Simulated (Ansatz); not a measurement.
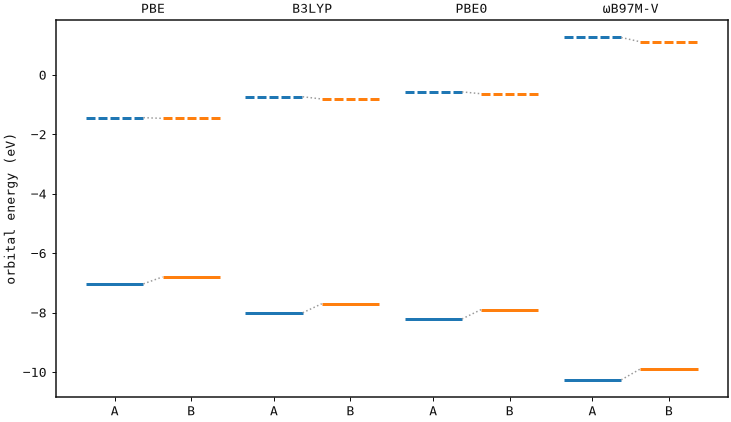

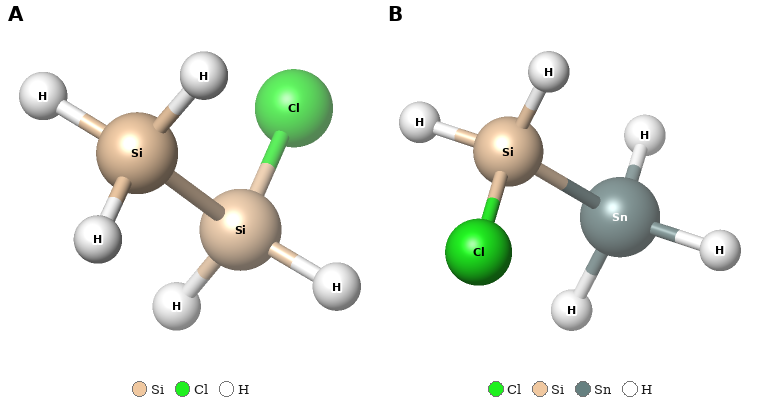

One change: A, Si₂H₅Cl (SMILES [SiH3][SiH2]Cl), becomes B, SnSiH₅Cl (SMILES Cl[SiH2][SnH3]). SiH₃ on Si is replaced by SnH₃. HOMO (solid) and LUMO (dashed) computed in def2-TZVPP at PBE0-D4/def2-TZVP geometries, both minima by their frequencies, gas phase, the Ansatz code. Empty levels above zero depend strongly on the basis.

What does the change do to HOMO and LUMO?

PBE: the HOMO rises by 0.23 eV, the LUMO falls by 0.02 eV, and the separation goes from 5.59 to 5.33 eV. B3LYP: the HOMO rises by 0.30 eV, the LUMO falls by 0.08 eV, and the separation goes from 7.27 to 6.89 eV. PBE0: the HOMO rises by 0.31 eV, the LUMO falls by 0.06 eV, and the separation goes from 7.64 to 7.26 eV. ωB97M-V: the HOMO rises by 0.37 eV, the LUMO falls by 0.15 eV, and the separation goes from 11.52 to 11.01 eV.

Do the functionals agree on the effect?

They agree on the direction for both levels; the HOMO shift lies between 0.23 and 0.37 eV and the LUMO shift between −0.15 and −0.02 eV, while the separations themselves differ by up to 5.9 eV between functionals.

Caveats: core potentials past krypton; spin-orbit coupling is left out, and with Sn it can shift these values.
